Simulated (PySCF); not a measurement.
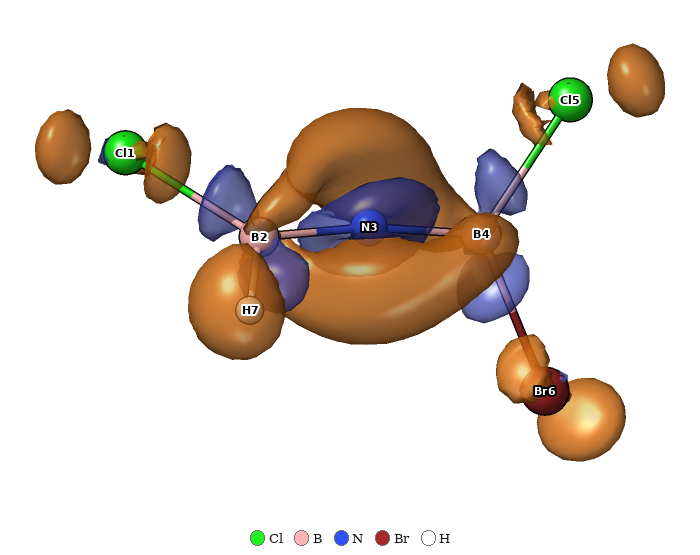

*B$_{2}$BrCl$_{2}$HN, doublet, SMILES `ClB[N]B(Cl)Br`. Fukui function f⁺ = ρ(N+1) − ρ(N) at fixed geometry, surfaces at ±0.03 e/Å³ (orange positive, blue negative).*

PySCF calculation, B3LYP/6-311G**, gas phase; geometry: GFN2-xTB. No frequency check shows the geometry to be a minimum. GFN2-xTB bond lengths at metals and heavier atoms can be off by up to 0.1 Å and shapes distorted, which carries into these values. GFN2-xTB doesn't know the spin state, so this open-shell geometry is rough.

Which atoms respond most to the addition of an electron?

f⁺ (Hirshfeld-condensed) is largest on N3 (0.21), Br6 (0.19) and Cl1 (0.16); the vertical electron affinity is 3.65 eV (to the singlet anion, which needn't be its lowest state; rough: the basis has no diffuse functions). Condensed values hint at sites of nucleophilic attack but needn't mark the atom that reacts. Shares this close don't rank the sites. Orbital relaxation makes it negative in places (0.24 e in all).

The PySCF run took 2.1 min on 1 thread of Arm Neoverse V1, with other jobs on the host, peak memory 0.78 GiB.
